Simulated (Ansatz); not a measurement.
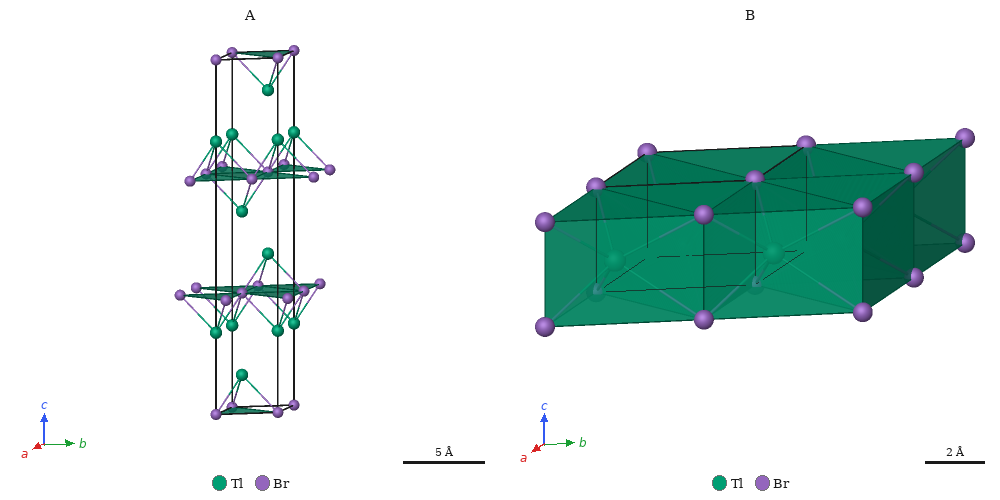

Two structures of Tl2Br, each relaxed to rest (conventional cells in solid outline, small ones repeated, not to one scale). Method: DFT PBE, scalar-relativistic, plane waves, PAW in Ansatz 0.2.0, without spin polarisation.

Which structures are these?

A: 9 atoms a cell on a rhombohedral (trigonal R) lattice, R-3m. B: AlB₂ type, P6/mmm.

Which has the lower energy, and by how much?

A is lower, by 129 meV/atom at this level of theory (energies at zero smearing). Volumes: A 34.3, B 33.5 Å³/atom.

One or both may be structure types tried for this composition rather than known phases.
